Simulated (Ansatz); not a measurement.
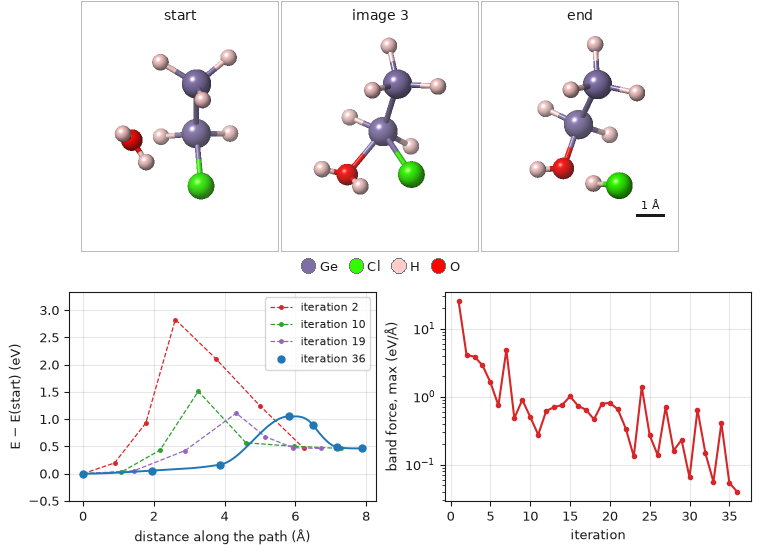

A search for the minimum-energy path of Ge$_{2}$H$_{7}$OCl, made up at the start of Ge₂H₅Cl and H₂O by the nudged elastic band. Images are numbered from 0 (start) to 6 (end). The plot follows the band through its iterations. The picture is a ball-and-stick view, seen from a free direction.

Computed with RKS BHLYP/def2-SVP in Ansatz. Set-up: 5 movable images; climbing image; force threshold 0.05 eV/Å; iteration limit 60; starting path through a guess of the saddle point.

### How did the profile develop, and is the result final?

The result is final at these settings. The band converged in 36 iterations. The largest component of the band force went from 25 to 0.04 eV/Å. The climbing image converged on the top of the path. Its vibrational analysis gives one imaginary mode (129i cm⁻¹), as a transition state must have. The first iteration put the highest image at 6.08 eV. The energy climbs by 1.05 eV to image 3 and then falls by 0.59 eV, so the end point sits at +0.46 eV.

Limits of the set-up: the start holds two separate molecules, 2.5 Å apart at their closest, whose relative position is a soft coordinate and is computed without a dispersion correction.

Cost: 9.4 min on 4 threads of Arm Neoverse V1, on a shared host, peak memory 0.4 GiB.
